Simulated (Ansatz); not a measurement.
Start from MgSe in the rock salt structure (space group Fm-3m, No. 225; a = 5.450 Å). Axes: x, y, z lie along the cube axes.

It is then changed as follows: tensile biaxial strain of 1.00 % in the plane normal to [001], as in epitaxy on a mismatched substrate; the out-of-plane cell vector and the atoms relax.

The values are results of PBEsol (Ansatz, a quantum-chemistry and plane-wave program), without spin-orbit coupling, not measurements.

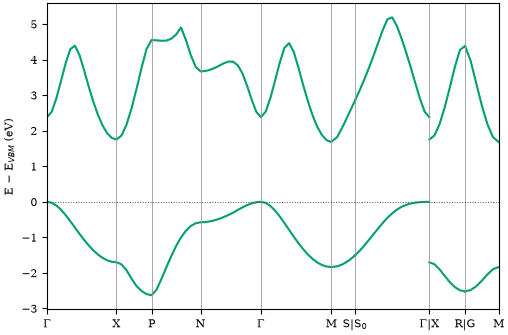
Fig. 1. Highest valence and lowest conduction band along the path of the changed cell's own zone

**Question.** From the figure, how large is the changed gap, and is it direct?

**Answer.** About 1.7 eV, indirect, Γ → M.

Stability against distortions was not tested. Labels are those of the standard path for the cell's own space group.
